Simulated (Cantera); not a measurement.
Charge: 1 mol SiO2, 0.72 mol C, 1.3 mol N2, equilibrated at 32.0 Pa.

Cantera equilibrium calculation (NASA polynomials, part measured and part estimated; ideal gas, pure solids and liquids). Candidate condensed phases: C, Si, SiC, SiO2, Si2N2O, Si3N4; 34 gas species. N2 is the only nitrogen source here; it is nearly inert below about 1500 K, so the nitride shown seldom forms there in practice. Mutual solubility and eutectic melting of coexisting phases are not modelled. The tables hold silica as quartz up to 1696 K and as liquid above; real silica turns to tridymite and cristobalite and melts near 1996 K. Rates play no part.

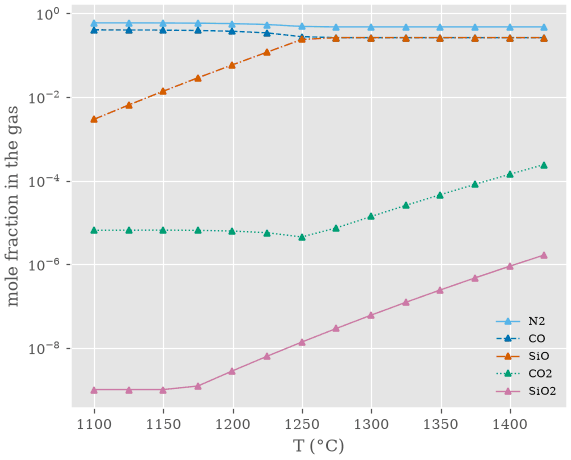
Figure: Equilibrium gas composition (values under 1e-9 drawn at 1e-9)

From 1100 °C to 1250 °C the condensed part is SiO2(β-quartz) + Si2N2O(s). From 1275 °C to 1400 °C the condensed part is SiO2(β-quartz). At 1425 °C the condensed part is SiO2(condensed). The main Si-bearing gas is SiO throughout. The share of Si in condensed phases is highest at 1100 °C (99.5 %) and lowest at 1425 °C (27.9 %).
